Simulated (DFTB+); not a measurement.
# Run report: C2H4AsB, geometry relaxation

System: C2H4AsB, SMILES C#CB[AsH2].
Method: GFN1-xTB, R-SCC, dispersion built in (DFTB+ 25.1).

The geometry comes from this level: GFN2-xTB.

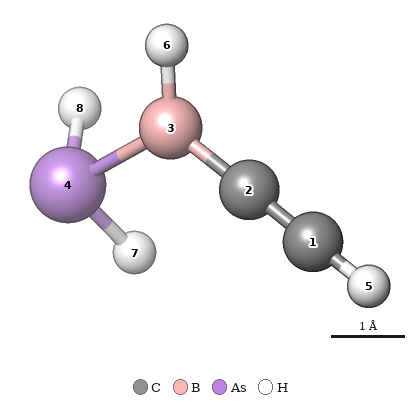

*The starting structure (ball-and-stick view, seen at a tilt; atoms are numbered from 1 in the order of the input).*

Bond lengths as drawn: As–B 2.00 Å, As–H 1.50 Å, B–C 1.49 Å, B–H 1.18 Å, C–C 1.21 Å and C–H 1.05 Å.

## Key numbers

| quantity | value |
| --- | --- |
| outcome | converged |
| Mermin free energy | −10.061493 hartree |
| basis functions | 29 |
| largest force | 0.558 eV/Å |
| HOMO | −10.81 eV |
| LUMO | −8.30 eV |
| dipole moment | 0.64 D |
| hardware | 1 thread of Intel Xeon @ 2.50GHz (Skylake/Cascade Lake), 32 GiB of memory available, shared host |
| peak memory | 0.073 GiB |

## Notes

Settings chosen away from the usual ones: gtol. These settings are looser than, or depart from, a standard set-up, so the numbers are not reference values for this system.

## The input (dftb_in.hsd)
```
Geometry = xyzFormat {
  <<< "input.xyz"
}

Driver = GeometryOptimisation {
  Optimiser = Rational {}
  MaxSteps = 200
  Convergence {
    GradElem = 0.01
  }
  AppendGeometries = Yes
}

Hamiltonian = xTB {
  Method = "GFN1-xTB"
  Charge = 0
  SCCTolerance = 1e-08
}

Analysis {
  PrintForces = Yes
}

Options {
  WriteResultsTag = Yes
}

InputVersion = 25.1
```

## File input.xyz
```
8

C      0.072300     1.638310    -1.521790
C      0.125790     1.025300    -0.481900
B      0.165810     0.221980     0.777110
As     0.510670    -1.751740     0.727510
H      0.027360     2.187050    -2.418600
H      0.062470     0.776200     1.808300
H     -0.305490    -2.018320    -0.503280
H     -0.658910    -2.078780     1.612640
```

Run as:
```bash
dftb+ > output.log
```

## The program's output
```
|  DFTB+ development version (commit: a23bfb2)

Reading input file 'dftb_in.hsd'
Parser version: 14

--------------------------------------------------------------------------------

Processed input in HSD format written to 'dftb_pin.hsd'

Starting initialization...
--------------------------------------------------------------------------------
OpenMP threads:              1
Chosen random seed:          287110439
Current stacksize:           unlimited
Mode:                        Geometry optimisation relaxation
Self consistent charges:     Yes
SCC-tolerance:                 0.100000E-07
Max. scc iterations:                    100
Shell resolved Hubbard:      Yes
Spin polarisation:           No
Nr. of up electrons:            10.000000
Nr. of down electrons:          10.000000
Periodic boundaries:         No
Electronic solver:           Relatively robust
Mixer:                       Broyden mixer
Mixing parameter:                  0.200000
Nr. of chrg. vec. in memory:            100
Max. SCC-cycles:                        100
Max. nr. of geometry steps:             200
tblite library version:      0.3.0
-> parametrization:          GFN1-xTB
-> repulsion:                Yes
-> dispersion:               Yes
-> halogen bonding:          Yes
-> electrostatics:           Yes
   -> isotropic:             Yes
   -> anisotropic:           No
   -> third-order:           Yes
Electronic temperature:              0.950045E-03 H      0.258520E-01 eV
Initial charges:             Set automatically (system chrg:   0.000E+00)
Included shells:             C:  s, p
                             B:  s, p
                            As:  s, p, d
                             H:  s, s2
Extra options:
                             Mulliken analysis
                             Force calculation
Force type                   original

--------------------------------------------------------------------------------

***  Geometry step: 0

 iSCC Total electronic   Diff electronic      SCC error
    1   -0.10211977E+02    0.00000000E+00    0.10106239E+01
    2   -0.10240083E+02   -0.10211977E+02    0.78557419E+00
    3   -0.10238449E+02   -0.28106481E-01    0.31205832E+00
    4   -0.10241006E+02    0.16341710E-02    0.77510159E-01
    5   -0.10241408E+02   -0.25569324E-02    0.13180402E-01
    6   -0.10241447E+02   -0.40237674E-03    0.39052395E-02
    7   -0.10241451E+02   -0.38262096E-04    0.21863979E-02
    8   -0.10241452E+02   -0.40252472E-05    0.32863861E-03
    9   -0.10241452E+02   -0.99748967E-06    0.13167711E-03
   10   -0.10241452E+02   -0.99715631E-08    0.12484573E-04
   11   -0.10241452E+02   -0.21910189E-08    0.95851671E-05
   12   -0.10241452E+02   -0.28013147E-11    0.19477094E-05
   13   -0.10241452E+02   -0.90913943E-11    0.63039494E-06
   14   -0.10241452E+02   -0.96811448E-12    0.12959095E-07
   15   -0.10241452E+02   -0.74606987E-13    0.19084701E-09

Total Energy:                      -10.0614934500 H         -273.7872 eV
Extrapolated to 0K:                -10.0614934500 H         -273.7872 eV
Total Mermin free energy:          -10.0614934500 H         -273.7872 eV
Force related energy:              -10.0614934500 H         -273.7872 eV

total energy  -1.0061493E+01 H       energy change -1.0061493E+01 H
gradient norm  1.8397237E-02 H/a0    max. gradient  9.0071121E-03 H/a0
step length    0.0000000E+00 a0      max. step      0.0000000E+00 a0

Geometry converged

--------------------------------------------------------------------------------
--------------------------------------------------------------------------------
SCC                                    +       0.01 ( 67.9%)       0.03 ( 81.1%)
--------------------------------------------------------------------------------
Missing                                +       0.01 ( 32.1%)       0.01 ( 18.9%)
Total                                  =       0.02 (100.0%)       0.04 (100.0%)
--------------------------------------------------------------------------------
```

## File detailed.out
```
Fermi distribution function

Geometry optimization step: 0

********************************************************************************
 iSCC Total electronic   Diff electronic      SCC error
   15   -0.10241452E+02   -0.74606987E-13    0.19084701E-09
********************************************************************************

 Total charge:    -0.00000000

 Atomic gross charges (e)
 Atom           Charge
    1      -0.04870359
    2      -0.10172509
    3       0.14517986
    4       0.05524734
    5       0.05536585
    6      -0.07156199
    7      -0.01846840
    8      -0.01533398

Nr. of electrons (up):     20.00000000
Atom populations (up)
 Atom       Population
    1       4.04870359
    2       4.10172509
    3       2.85482014
    4       4.94475266
    5       0.94463415
    6       1.07156199
    7       1.01846840
    8       1.01533398

l-shell populations (up)
 Atom Sh.   l       Population
    1   1   0       1.10628447
    1   2   1       2.94241912
    2   1   0       1.15938818
    2   2   1       2.94233691
    3   1   0       1.05429215
    3   2   1       1.80052800
    4   1   0       1.78724408
    4   2   1       3.11060117
    4   3   2       0.04690741
    5   1   0       0.94345953
    5   2   0       0.00117462
    6   1   0       1.06869421
    6   2   0       0.00286778
    7   1   0       1.01252248
    7   2   0       0.00594592
    8   1   0       1.00961731
    8   2   0       0.00571667

Orbital populations (up)
 Atom Sh.   l   m       Population  Label
    1   1   0   0       1.10628447  s
    1   2   1  -1       1.04912568  p_y
    1   2   1   0       0.99723187  p_z
    1   2   1   1       0.89606158  p_x
    2   1   0   0       1.15938818  s
    2   2   1  -1       0.96373233  p_y
    2   2   1   0       0.98842304  p_z
    2   2   1   1       0.99018154  p_x
    3   1   0   0       1.05429215  s
    3   2   1  -1       0.77892974  p_y
    3   2   1   0       0.80616622  p_z
    3   2   1   1       0.21543203  p_x
    4   1   0   0       1.78724408  s
    4   2   1  -1       1.04323092  p_y
    4   2   1   0       0.86715944  p_z
    4   2   1   1       1.20021081  p_x
    4   3   2  -2       0.00283951  d_xy
    4   3   2  -1       0.02505613  d_yz
    4   3   2   0       0.01512246  d_z2
    4   3   2   1      -0.00086298  d_xz
    4   3   2   2       0.00475230  d_x2-y2
    5   1   0   0       0.94345953  s
    5   2   0   0       0.00117462  s2
    6   1   0   0       1.06869421  s
    6   2   0   0       0.00286778  s2
    7   1   0   0       1.01252248  s
    7   2   0   0       0.00594592  s2
    8   1   0   0       1.00961731  s
    8   2   0   0       0.00571667  s2

Fermi level:                        -0.3512123748 H           -9.5570 eV
Band energy:                       -10.4012116854 H         -283.0314 eV
TS:                                  0.0000000000 H            0.0000 eV
Band free energy (E-TS):           -10.4012116854 H         -283.0314 eV
Extrapolated E(0K):                -10.4012116854 H         -283.0314 eV
Input / Output electrons (q):     20.0000000000     20.0000000000

Energy H0:                         -10.2439622755 H         -278.7524 eV
Energy SCC:                          0.0025107105 H            0.0683 eV
Total Electronic energy:           -10.2414515650 H         -278.6841 eV
Repulsive energy:                    0.1824585078 H            4.9649 eV
Halogen correction energy:           0.0000000000 H            0.0000 eV
Total energy:                      -10.0614934500 H         -273.7872 eV
Extrapolated to 0:                 -10.0614934500 H         -273.7872 eV
Total Mermin free energy:          -10.0614934500 H         -273.7872 eV
Force related energy:              -10.0614934500 H         -273.7872 eV

Non-constrained calculation

SCC converged

Full geometry written in geo_end.{xyz|gen}

Total Forces
    1      0.000200153320     -0.001039131158      0.001028095498
    2      0.001667485272      0.001039905804      0.003473173668
    3     -0.002851948170     -0.009007112056     -0.005345893572
    4     -0.007803546809     -0.000972606668     -0.001130378532
    5     -0.000389627891      0.002653352923     -0.004835100078
    6      0.000792541697      0.005472271782      0.005679166915
    7      0.003535934372      0.001023864376      0.002515945749
    8      0.004849008209      0.000829454997     -0.001385009649

Maximal derivative component:        0.900711E-02 au

Dipole moment:   -0.10351384    0.14368909   -0.17891323 au
Dipole moment:   -0.26310596    0.36522127   -0.45475210 Debye

Geometry converged
```

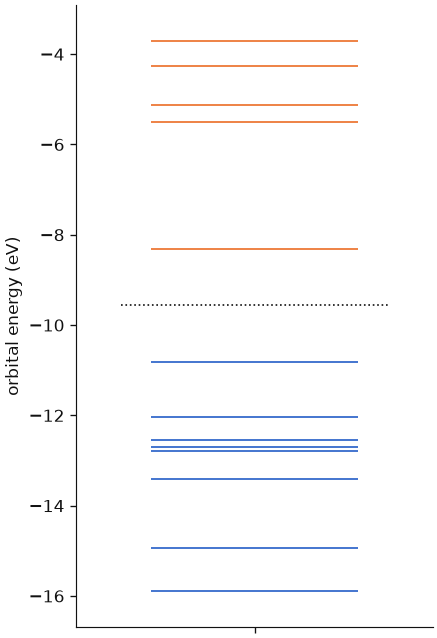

*Orbital energies near the frontier; the dotted line parts filled from empty levels, and levels within 0.02 eV of each other stand side by side.*

Highest filled −10.81 eV, lowest empty −8.30 eV, 2.51 eV apart.
